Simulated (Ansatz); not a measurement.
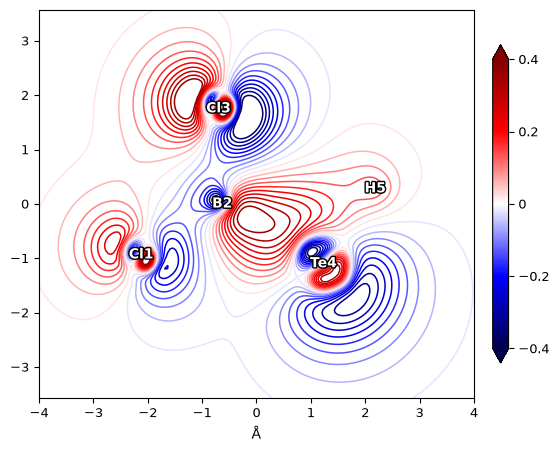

Figure. BCl2HTe. The HOMO−1 on the molecular plane (values in Å⁻³ᐟ²; the overall sign is arbitrary).

Core potentials replace the inner electrons of Te.

Theory: RKS B3LYP/def2-SVP in Ansatz.

```xyz
5

Cl    0.8595    0.1016    1.9224
B     0.1527   -0.5665    0.4534
Cl    1.0716   -1.7172   -0.5048
Te   -1.8413    0.0843   -0.0883
H    -1.9015   -0.8577   -1.4674
```

Describe this orbital and give its energy.

Answer. By Hirshfeld shares it lies mainly on Te4 (about 45 %), Cl3 (about 30 %), B2 (about 15 %) and Cl1 (about 10 %); it is symmetric in the molecular plane (an in-plane orbital: σ, lone-pair or in-plane π type). Its energy is −8.16 eV.
